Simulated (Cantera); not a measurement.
Charge: 1 mol Si3N4, a varied amount of H2, equilibrated at 1998 K and 120 Pa.

These are equilibrium values from Cantera (NASA tables, ideal gas, pure condensed phases), not measurements of a reactor. Candidate condensed phases: Si, Si3N4; 18 gas species. The tables' values for SiN are old estimates; treat these amounts as uncertain. Gases not in the tables: Si2H6 and higher silanes. Equilibrium is a limit: real reactors are often held back by kinetics, nucleation or transport.

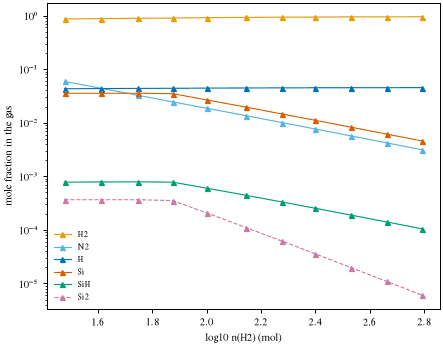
*Equilibrium gas composition (values under 1e-9 drawn at 1e-9)*

### Question
Read off the mole fractions at 140 mol H2.

### Answer
H2 about 0.92, H about 0.044, Si about 0.019, N2 about 0.013, SiH about 0.00044, Si2 about 0.00011.
